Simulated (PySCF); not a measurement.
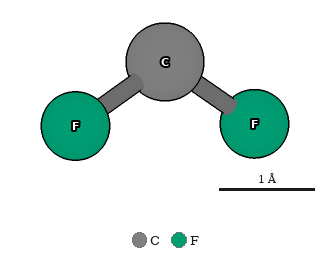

*The input geometry (ball-and-stick view, seen at a tilt).*

Bond lengths as drawn: C–F 1.32 Å.

**Frequency calculation, with input and output: CF2**

- system: CF2, multiplicity 3
- method: UKS-based B3LYP, C def2-TZVP, F def2-TZVP; non-relativistic Hamiltonian; density fitting (PySCF 2.14.0)

Log
```
init E= -237.723156223695
  alpha nocc = 13  HOMO = -0.217184497393148  LUMO = 0.103716030476097
  beta  nocc = 11  HOMO = -0.460926798500459  LUMO = -0.163761933146212
  HOMO = -0.217184497393  LUMO = -0.163761933146  gap/eV = 1.45370
cycle= 1 E= -237.723156223694  delta_E= 1.76e-12  |g|= 3.35e-06  |ddm|= 2.59e-06
  alpha nocc = 13  HOMO = -0.217185177517141  LUMO = 0.103715950758858
  beta  nocc = 11  HOMO = -0.460925948529613  LUMO = -0.163762573225661
  HOMO = -0.217185177517  LUMO = -0.163762573226  gap/eV = 1.45370
Extra cycle  E= -237.723156223687  delta_E= 6.65e-12  |g|= 5.76e-06  |ddm|= 3.79e-06
converged SCF energy = -237.723156223687  <S^2> = 2.0035887  2S+1 = 3.0023915
```

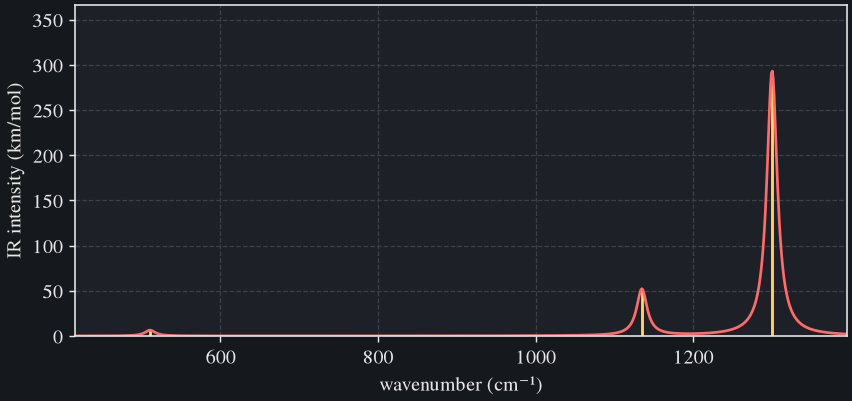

*Harmonic infrared spectrum, unscaled: sticks (degenerate modes added up, dark ones marked on the axis) with a Lorentzian envelope of 16 cm⁻¹ full width, scaled to the tallest stick.*

3 modes from 511 to 1300 cm⁻¹, none imaginary. The strongest line is at 1300 cm⁻¹ (293 km/mol). All modes, in cm⁻¹ (km/mol): 511 (6.4), 1135 (52), 1300 (293).

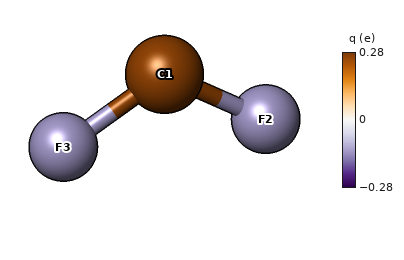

*Mulliken charges, as the colour of each atom (ball-and-stick view, seen at an oblique angle; atoms are numbered from 1 in the order of the input).*

By element: C +0.26 and F −0.13 e.

This output came from the following input.

Input file
```python
from pyscf import gto, scf, dft
mol = gto.M(atom='''
C     -0.000000     0.000000    -0.503897
F      1.138866     0.000000     0.159120
F     -1.138866     0.000000     0.159120''',
    basis={'C': 'def2-TZVP', 'F': 'def2-TZVP'},
    charge=0, spin=2)
mf = dft.UKS(mol, xc='B3LYP')
mf.grids.atom_grid = (75, 302)
aux = {'C': 'def2-universal-JKFIT', 'F': 'def2-universal-JKFIT'}
mf = mf.density_fit(auxbasis=aux)
mf.conv_tol = 1e-09
mf.diis_space = 10
mf.max_cycle = 60
mf.verbose = 4
mf.kernel()
```

The script is an equivalent of the set-up of the self-consistent field. The run itself was carried out by a driver, which started from the orbitals of the step before it where there was one and computed the further properties.

Launch command:
```bash
OMP_NUM_THREADS=4 python axn.py task.json out
```

Summary

| quantity | value |
| --- | --- |
| outcome | converged |
| total energy | −237.723156 hartree |
| ⟨S²⟩ | 2.004 |
| zero-point energy | 0.006711 hartree |
| dipole moment | 0.34 D |
| wavenumbers, lowest and highest | 511 and 1300 cm⁻¹ |
| hardware | 4 threads of Arm Neoverse V2, 24 GiB of memory available, shared host |
| wall time | 11 s (CPU time 36 s) |
| peak memory | 0.85 GiB |
